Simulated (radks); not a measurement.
System: atomic helium (He), configuration 1s2. Computed with the in-house radial solver radks: scalar-relativistic Kohn-Sham, AM05, spin-polarised, spherical densities, finite nucleus.

```
Z 2
configuration [He]
relativity scalar-relativistic
functional am05,am05
spin polarised
nucleus finite rms 1.6755 fm
c 137.035999084
```

Wanted: the number of electrons inside radius r (solid) and the radial density 4πr²ρ (dashed).

The count levels off at 2 electrons. Half of them lie within 0.824 bohr, 90 % within 1.75 bohr and 99 % within 2.92 bohr. The radial density has a single maximum, so no shell boundary shows.

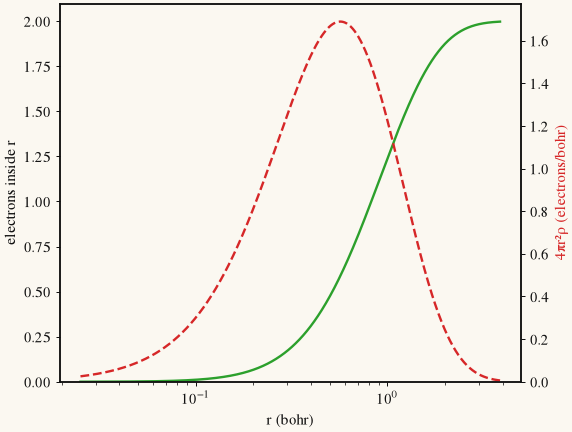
